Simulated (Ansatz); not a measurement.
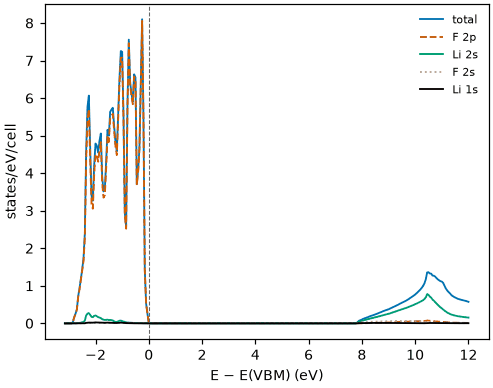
Figure. Total and projected density of states of LiF in space group P6_3/mmc (No. 194; Li on 2c, F on 2d), DFT-PBE+D3(BJ) in the program Ansatz with PAW potentials

Problem. Which orbitals carry the states next to the gap?

Solution. Top 1 eV of the valence band: F 2p 99 %. Bottom 1 eV of the conduction band: Li 2s 67 %, F 2s 20 %, Li 1s 5 %. Projections are on Löwdin-orthogonalised atomic valence shells; empty p or d shells of many metals are not among them.

The start of the workflow was typed in or built on a structure type; neither database checked (COD, Materials Project) lists it. It is not the phase usual at ambient conditions (space group No. 225). The PBE+D3(BJ) relaxation kept the symmetry of its start; whether a distortion lowers the energy is not shown. The volume moved by -41 % from the start of the relaxation.

Potentials: the later of the program's two PAW sets.
